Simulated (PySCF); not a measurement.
CH$_{3}$ClFSi: frequency calculation (part 3 of 3)

CH$_{3}$ClFSi, multiplicity 2, SMILES C[Si](F)Cl; HF/SBKJC, UHF, dispersion D3(0), core potentials sbkjc (PySCF 2.14.0). The geometry was optimised with HF/SBKJC symmetrised.

Geometry of the input (Å):
```
C  -0.1601  2.0618  -0.1062
Si -0.2531  0.2897  0.5740
F  1.2619  -0.0194  1.2921
Cl -0.4105  -1.1225  -1.0907
H  -1.0657  2.3190  -0.6486
H  -0.0154  2.7637  0.7121
H  0.6932  2.1263  -0.7802
```

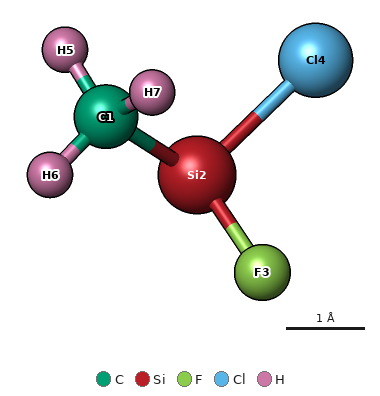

Fig. 1: The structure as given in the input (ball-and-stick view, seen at a tilt; atoms are numbered from 1 in the order of the input).

Output, continued:
```
   2 Si    -0.253085000000   0.289705000000   0.573955000000 AA   -0.478261336236   0.547463106917   1.084617757825 Bohr
   3 F      1.261920000000  -0.019449000000   1.292096000000 AA    2.384683191111  -0.036753283397   2.441707566646 Bohr
   4 Cl    -0.410478000000  -1.122540000000  -1.090745000000 AA   -0.775691000159  -2.121293163869  -2.061209321739 Bohr
   5 H     -1.065700000000   2.319013000000  -0.648636000000 AA   -2.013881130949   4.382299449306  -1.225744394533 Bohr
   6 H     -0.015387000000   2.763714000000   0.712056291772 AA   -0.029077215879   5.222662546626   1.345591376723 Bohr
   7 H      0.693197000000   2.126295000000  -0.780159000000 AA    1.309952480370   4.018115210032  -1.474286843615 Bohr
New geometry
   1 C     -0.160094000000   2.061842000000  -0.106155000000 AA   -0.302533814186   3.896316692125  -0.200603876753 Bohr
   2 Si    -0.253085000000   0.289705000000   0.573955000000 AA   -0.478261336236   0.547463106917   1.084617757825 Bohr
   3 F      1.261920000000  -0.019449000000   1.292096000000 AA    2.384683191111  -0.036753283397   2.441707566646 Bohr
   4 Cl    -0.410478000000  -1.122540000000  -1.090745000000 AA   -0.775691000159  -2.121293163869  -2.061209321739 Bohr
   5 H     -1.065700000000   2.319013000000  -0.648636000000 AA   -2.013881130949   4.382299449306  -1.225744394533 Bohr
   6 H     -0.015387000000   2.763714000000   0.712045708228 AA   -0.029077215879   5.222662546626   1.345571376723 Bohr
   7 H      0.693197000000   2.126295000000  -0.780159000000 AA    1.309952480370   4.018115210032  -1.474286843615 Bohr
New geometry
   1 C     -0.160094000000   2.061842000000  -0.106155000000 AA   -0.302533814186   3.896316692125  -0.200603876753 Bohr
   2 Si    -0.253085000000   0.289705000000   0.573955000000 AA   -0.478261336236   0.547463106917   1.084617757825 Bohr
   3 F      1.261920000000  -0.019449000000   1.292096000000 AA    2.384683191111  -0.036753283397   2.441707566646 Bohr
   4 Cl    -0.410478000000  -1.122540000000  -1.090745000000 AA   -0.775691000159  -2.121293163869  -2.061209321739 Bohr
   5 H     -1.065700000000   2.319013000000  -0.648636000000 AA   -2.013881130949   4.382299449306  -1.225744394533 Bohr
   6 H     -0.015387000000   2.763714000000   0.712051000000 AA   -0.029077215879   5.222662546626   1.345581376723 Bohr
   7 H      0.693202291772   2.126295000000  -0.780159000000 AA    1.309962480370   4.018115210032  -1.474286843615 Bohr
New geometry
   1 C     -0.160094000000   2.061842000000  -0.106155000000 AA   -0.302533814186   3.896316692125  -0.200603876753 Bohr
   2 Si    -0.253085000000   0.289705000000   0.573955000000 AA   -0.478261336236   0.547463106917   1.084617757825 Bohr
   3 F      1.261920000000  -0.019449000000   1.292096000000 AA    2.384683191111  -0.036753283397   2.441707566646 Bohr
   4 Cl    -0.410478000000  -1.122540000000  -1.090745000000 AA   -0.775691000159  -2.121293163869  -2.061209321739 Bohr
   5 H     -1.065700000000   2.319013000000  -0.648636000000 AA   -2.013881130949   4.382299449306  -1.225744394533 Bohr
   6 H     -0.015387000000   2.763714000000   0.712051000000 AA   -0.029077215879   5.222662546626   1.345581376723 Bohr
   7 H      0.693191708228   2.126295000000  -0.780159000000 AA    1.309942480370   4.018115210032  -1.474286843615 Bohr
New geometry
   1 C     -0.160094000000   2.061842000000  -0.106155000000 AA   -0.302533814186   3.896316692125  -0.200603876753 Bohr
   2 Si    -0.253085000000   0.289705000000   0.573955000000 AA   -0.478261336236   0.547463106917   1.084617757825 Bohr
   3 F      1.261920000000  -0.019449000000   1.292096000000 AA    2.384683191111  -0.036753283397   2.441707566646 Bohr
   4 Cl    -0.410478000000  -1.122540000000  -1.090745000000 AA   -0.775691000159  -2.121293163869  -2.061209321739 Bohr
   5 H     -1.065700000000   2.319013000000  -0.648636000000 AA   -2.013881130949   4.382299449306  -1.225744394533 Bohr
   6 H     -0.015387000000   2.763714000000   0.712051000000 AA   -0.029077215879   5.222662546626   1.345581376723 Bohr
   7 H      0.693197000000   2.126300291772  -0.780159000000 AA    1.309952480370   4.018125210032  -1.474286843615 Bohr
New geometry
   1 C     -0.160094000000   2.061842000000  -0.106155000000 AA   -0.302533814186   3.896316692125  -0.200603876753 Bohr
   2 Si    -0.253085000000   0.289705000000   0.573955000000 AA   -0.478261336236   0.547463106917   1.084617757825 Bohr
   3 F      1.261920000000  -0.019449000000   1.292096000000 AA    2.384683191111  -0.036753283397   2.441707566646 Bohr
   4 Cl    -0.410478000000  -1.122540000000  -1.090745000000 AA   -0.775691000159  -2.121293163869  -2.061209321739 Bohr
   5 H     -1.065700000000   2.319013000000  -0.648636000000 AA   -2.013881130949   4.382299449306  -1.225744394533 Bohr
   6 H     -0.015387000000   2.763714000000   0.712051000000 AA   -0.029077215879   5.222662546626   1.345581376723 Bohr
   7 H      0.693197000000   2.126289708228  -0.780159000000 AA    1.309952480370   4.018105210032  -1.474286843615 Bohr
New geometry
   1 C     -0.160094000000   2.061842000000  -0.106155000000 AA   -0.302533814186   3.896316692125  -0.200603876753 Bohr
   2 Si    -0.253085000000   0.289705000000   0.573955000000 AA   -0.478261336236   0.547463106917   1.084617757825 Bohr
   3 F      1.261920000000  -0.019449000000   1.292096000000 AA    2.384683191111  -0.036753283397   2.441707566646 Bohr
   4 Cl    -0.410478000000  -1.122540000000  -1.090745000000 AA   -0.775691000159  -2.121293163869  -2.061209321739 Bohr
   5 H     -1.065700000000   2.319013000000  -0.648636000000 AA   -2.013881130949   4.382299449306  -1.225744394533 Bohr
   6 H     -0.015387000000   2.763714000000   0.712051000000 AA   -0.029077215879   5.222662546626   1.345581376723 Bohr
   7 H      0.693197000000   2.126295000000  -0.780153708228 AA    1.309952480370   4.018115210032  -1.474276843615 Bohr
New geometry
   1 C     -0.160094000000   2.061842000000  -0.106155000000 AA   -0.302533814186   3.896316692125  -0.200603876753 Bohr
   2 Si    -0.253085000000   0.289705000000   0.573955000000 AA   -0.478261336236   0.547463106917   1.084617757825 Bohr
   3 F      1.261920000000  -0.019449000000   1.292096000000 AA    2.384683191111  -0.036753283397   2.441707566646 Bohr
   4 Cl    -0.410478000000  -1.122540000000  -1.090745000000 AA   -0.775691000159  -2.121293163869  -2.061209321739 Bohr
   5 H     -1.065700000000   2.319013000000  -0.648636000000 AA   -2.013881130949   4.382299449306  -1.225744394533 Bohr
   6 H     -0.015387000000   2.763714000000   0.712051000000 AA   -0.029077215879   5.222662546626   1.345581376723 Bohr
   7 H      0.693197000000   2.126295000000  -0.780164291772 AA    1.309952480370   4.018115210032  -1.474296843615 Bohr
Mode                                 0                   1                   2
Irrep
Freq [cm^-1]                      128.6522            179.1964            217.0535
Reduced mass [au]                   1.0381              4.0746             10.0511
Force const [Dyne/A]                0.0101              0.0771              0.2790
Char temp [K]                     185.1019            257.8237            312.2916
Normal mode                   x     y     z       x     y     z       x     y     z
       0   C                 0.01  0.01  0.01   -0.05 -0.10 -0.12    0.06 -0.03  0.06
       1  Si                -0.01  0.00 -0.01    0.03 -0.03  0.05    0.02 -0.05 -0.02
       2   F                -0.02  0.00  0.01    0.03 -0.00  0.08    0.02  0.15  0.08
       3  Cl                 0.02 -0.01 -0.00   -0.02  0.07 -0.03   -0.05 -0.03 -0.05
       4   H                -0.21  0.24  0.48   -0.10 -0.21 -0.09    0.09  0.05  0.05
       5   H                 0.57 -0.08 -0.02   -0.00  0.03 -0.24    0.07 -0.09  0.11
       6   H                -0.32 -0.12 -0.42   -0.11 -0.16 -0.21    0.08 -0.01  0.09
Mode                                 3                   4                   5
Irrep
Freq [cm^-1]                      266.8765            470.9809            690.4035
Reduced mass [au]                   5.0169             14.0266              6.6001
Force const [Dyne/A]                0.2105              1.8332              1.8536
Char temp [K]                     383.9759            677.6367            993.3369
Normal mode                   x     y     z       x     y     z       x     y     z
       0   C                -0.08  0.08  0.00   -0.00 -0.07  0.01    0.00 -0.17  0.07
       1  Si                 0.09  0.04 -0.06    0.02 -0.06 -0.11    0.05  0.10  0.00
       2   F                -0.00 -0.06  0.10   -0.03  0.02 -0.00   -0.07  0.01 -0.03
       3  Cl                -0.03 -0.03 -0.01    0.00  0.07  0.08   -0.00 -0.01 -0.01
       4   H                -0.16 -0.03  0.08   -0.00 -0.02  0.04   -0.03 -0.24  0.09
       5   H                -0.16  0.05  0.05   -0.02 -0.16  0.09   -0.03 -0.12  0.03
       6   H                -0.13  0.28 -0.04   -0.00  0.04  0.03   -0.04 -0.09  0.03
Mode                                 6                   7                   8
Irrep
Freq [cm^-1]                      789.1472            946.2425            947.9980
Reduced mass [au]                  10.2067              1.3450              1.2741
Force const [Dyne/A]                3.7450              0.7096              0.6746
Char temp [K]                    1135.4071           1361.4322           1363.9580
Normal mode                   x     y     z       x     y     z       x     y     z
       0   C                -0.03 -0.07  0.02   -0.12 -0.00 -0.03   -0.03  0.04  0.11
       1  Si                -0.09  0.06 -0.05    0.05  0.01  0.01    0.01 -0.01 -0.04
       2   F                 0.14 -0.03  0.07   -0.03 -0.01 -0.00    0.00  0.00  0.01
       3  Cl                 0.00 -0.00 -0.00   -0.00 -0.00 -0.00   -0.00 -0.00  0.01
       4   H                 0.04  0.07 -0.02    0.18  0.59 -0.22    0.06 -0.20 -0.14
       5   H                 0.03 -0.14  0.06    0.19 -0.20  0.10    0.12  0.52 -0.35
       6   H                 0.02 -0.12  0.08    0.13 -0.37  0.23   -0.05 -0.54  0.01
Mode                                 9                  10                  11
Irrep
Freq [cm^-1]                     1458.6336           1575.8340           1579.0659
Reduced mass [au]                   1.1730              1.0570              1.0552
Force const [Dyne/A]                1.4704              1.5465              1.5501
Char temp [K]                    2098.6490           2267.2743           2271.9243
Normal mode                   x     y     z       x     y     z       x     y     z
       0   C                 0.01  0.10 -0.04   -0.03 -0.02 -0.05    0.05 -0.02 -0.03
       1  Si                 0.00  0.00 -0.00   -0.00 -0.00 -0.00    0.00  0.00 -0.00
       2   F                -0.00  0.00 -0.00    0.00  0.00  0.00   -0.00  0.00  0.00
       3  Cl                -0.00  0.00  0.00    0.00 -0.00 -0.00   -0.00 -0.00 -0.00
       4   H                -0.23 -0.47  0.11   -0.30 -0.07  0.40   -0.13  0.39  0.46
       5   H                -0.01 -0.38  0.36    0.29  0.18 -0.26   -0.65  0.17 -0.05
       6   H                 0.13 -0.51  0.09    0.43  0.15  0.55    0.05 -0.34 -0.03
Mode                                12                  13                  14
Irrep
Freq [cm^-1]                     3215.6615           3319.0655           3337.7016
Reduced mass [au]                   1.0324              1.1009              1.1022
Force const [Dyne/A]                6.2899              7.1457              7.2342
Char temp [K]                    4626.6209           4775.3963           4802.2095
Normal mode                   x     y     z       x     y     z       x     y     z
       0   C                 0.01  0.04 -0.02   -0.05  0.03  0.06    0.07  0.01  0.05
       1  Si                 0.00 -0.00  0.00   -0.00  0.00  0.00    0.00  0.00  0.00
       2   F                -0.00 -0.00 -0.00    0.00 -0.00 -0.00   -0.00  0.00 -0.00
       3  Cl                -0.00  0.00  0.00    0.00 -0.00 -0.00   -0.00 -0.00 -0.00
       4   H                 0.42 -0.10  0.24    0.19 -0.05  0.13   -0.66  0.19 -0.39
       5   H                -0.07 -0.34 -0.42   -0.09 -0.39 -0.46   -0.05 -0.33 -0.37
       6   H                -0.51 -0.02  0.40    0.54  0.05 -0.42   -0.13 -0.01  0.13
temperature 200.0000 [K]
pressure 101325.00 [Pa]
Rotational constants [GHz] 5.99690 3.01835 2.20283
Symmetry number 1
Zero-point energy (ZPE) 0.04356 [Eh]   114378.026 [J/mol]
                           tot       elec      trans        rot        vib
Entropy [J/mol/K]       296.625      5.763    157.574    105.860     27.428
Cv [J/mol/K]             59.651      0.000     12.472     12.472     34.707
Cp [J/mol/K]             67.965      0.000     20.786     12.472     34.707
Internal energy [J/mol]                      2494.338   2494.338 117754.844
Internal energy [Eh]   -49.46047  -49.50722
Enthalpy [J/mol]                             4157.230   2494.338 117754.844
Enthalpy [Eh]          -49.45983
Gibbs free energy [J/mol]                  -27357.487 -18677.705 112269.303
Gibbs free energy [Eh] -49.48243
```

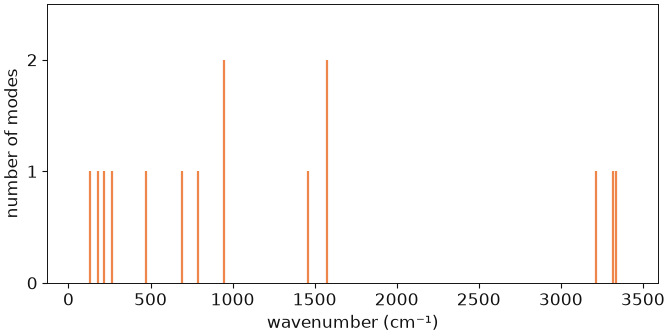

Fig. 2: Harmonic vibrational wavenumbers from the force constants; neighbouring modes closer than 15 cm⁻¹ are counted in one stick. 15 modes from 129 to 3338 cm⁻¹, none imaginary.

Key numbers:

| quantity | value |
| --- | --- |
| outcome | converged |
| total energy | −49.507218 hartree |
| dispersion energy | −0.003256 hartree |
| basis functions | 38 |
| ⟨S²⟩ | 0.754 |
| zero-point energy | 0.043564 hartree |
| dipole moment | 4.40 D |
| wavenumbers, lowest and highest | 129 and 3338 cm⁻¹ |
| wall time | 11 s |
| peak memory | 0.23 GiB |

Remarks:

The record of the run, not the program, notes: logged alpha LUMO and gap are faulty.
